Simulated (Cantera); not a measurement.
Input: 1 mol Si, 0.66 mol Cl2, 7.3 mol H2, held at 0.100 bar.

Method: chemical equilibrium by Gibbs-energy minimisation in Cantera with the NASA 1993 tables (ideal gas, pure condensed phases). Candidate condensed phases: Si; 19 gas species. The tables' values for SiCl3 are old estimates; treat these amounts as uncertain. The numbers say what is thermodynamically allowed, not how fast it happens.

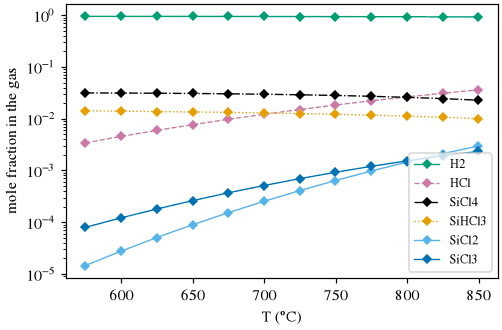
Equilibrium gas composition (values under 1e-9 drawn at 1e-9)

From 575 °C to 850 °C the condensed part is Si(s). The main Si-bearing gas is SiCl4 throughout. The share of Si in condensed phases is highest at 850 °C (70.2 %) and lowest at 575 °C (64.7 %).
